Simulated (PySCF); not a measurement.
**C3H9BSSi (SMILES CB1C[SiH2]SC1): density, localisation and related maps**

```xyz
15

C     2.0149   -0.4103    0.5337
B     0.5694    0.0837    0.1589
C    -0.7317   -0.4130    0.8860
Si   -2.1829   -0.3252   -0.3391
S    -1.3766    1.1575   -1.6585
C     0.3597    1.0950   -1.0335
H     2.1248   -0.6498    1.5888
H     2.7998    0.2905    0.2589
H     2.2175   -1.3329   -0.0117
H    -0.6366   -1.3835    1.3701
H    -0.9439    0.2962    1.6912
H    -3.4216    0.1941    0.2267
H    -2.3847   -1.5846   -1.0538
H     0.6051    2.1180   -0.7384
H     0.9824    0.8722   -1.9012
```

Geometry: GFN2-xTB.

Theory: CAM-B3LYP/def2-SVPD, SCF density, gas phase in PySCF.

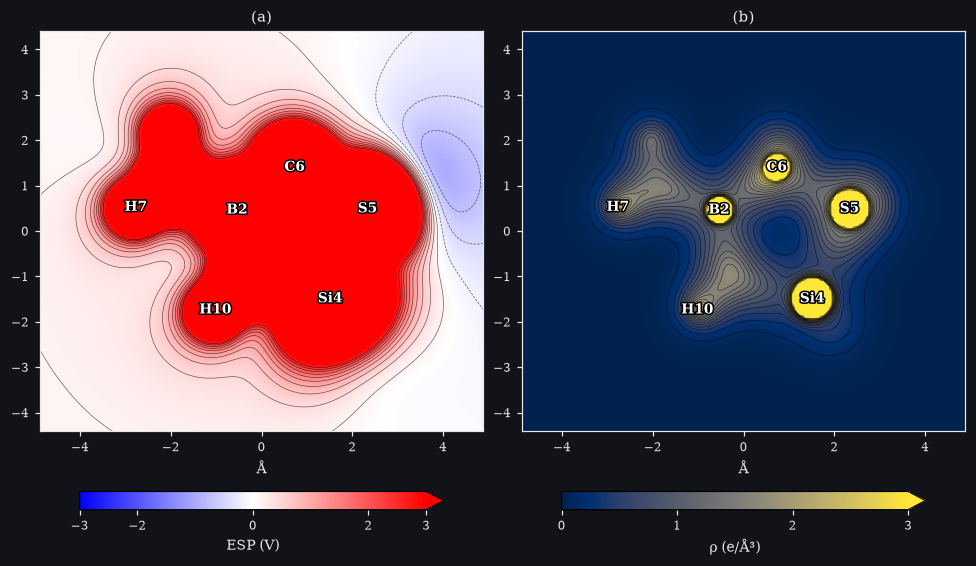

Figure 1. (a) molecular electrostatic potential; (b) electron density on the plane of atoms B2, C6 and S5.

> What do the fields say about this system?

Atoms in the plane: B, Si, S, C and H.
C–B (1.58 Å): the density is about 1.4 e/Å³ at the midpoint.
C–S (1.85 Å): the density is about 1.2 e/Å³ at the midpoint.
Si–S (2.14 Å): the density is about 0.83 e/Å³ at the midpoint.
Outside the dense part of the molecule the potential is most negative (−1.0 V) near S5.

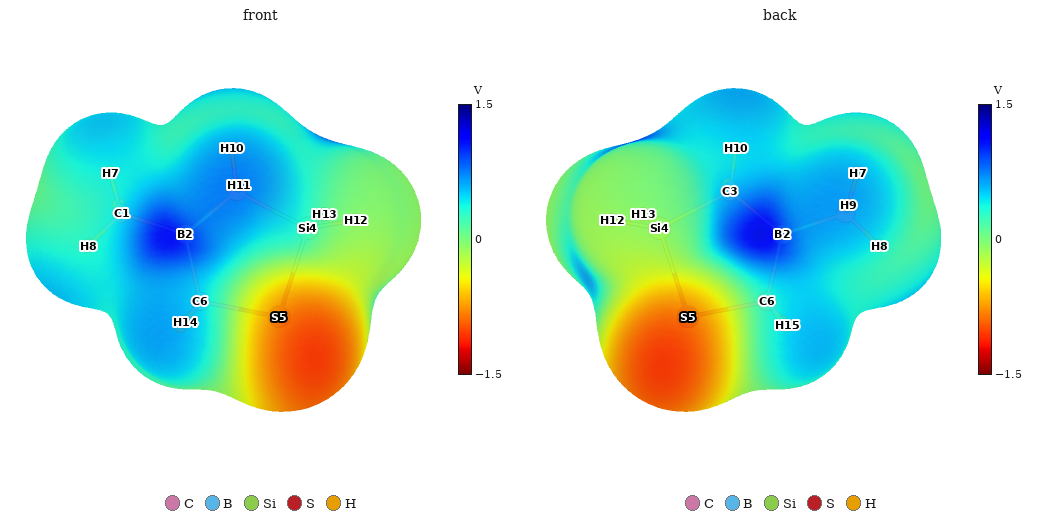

Figure 2. The molecular electrostatic potential painted on the density surface at 0.001 e/bohr³, seen from the front and from behind; the colour scale runs from red (negative) to blue (positive).

> Where is the surface potential most negative and most positive?

The most negative region (about −1.0 V) lies over S5, the most positive (about +1.1 V) over B2.

> How polar is the molecule by this calculation?

Its dipole moment is 2.53 D.
